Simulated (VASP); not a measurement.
Band structure of CeO2 (fluorite). Computed with TPSS meta-GGA, VASP's PBE PAW potentials (set 64) (plane waves; VASP).

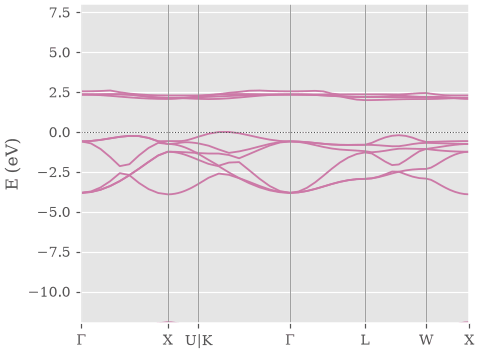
Figure. Bands along high-symmetry lines, zero at the valence-band maximum or, without a gap, the Fermi level

Task: Read the plot: is there a gap, and where are the band edges?

Result: The gap is indirect, 1.99 eV, from the valence maximum at (-0.25, 0.25, 0.00) to the conduction minimum at L.

The compound is CeO2 in the fluorite structure. It was relaxed first. The run is not spin-polarised, so no magnetic state was tried.
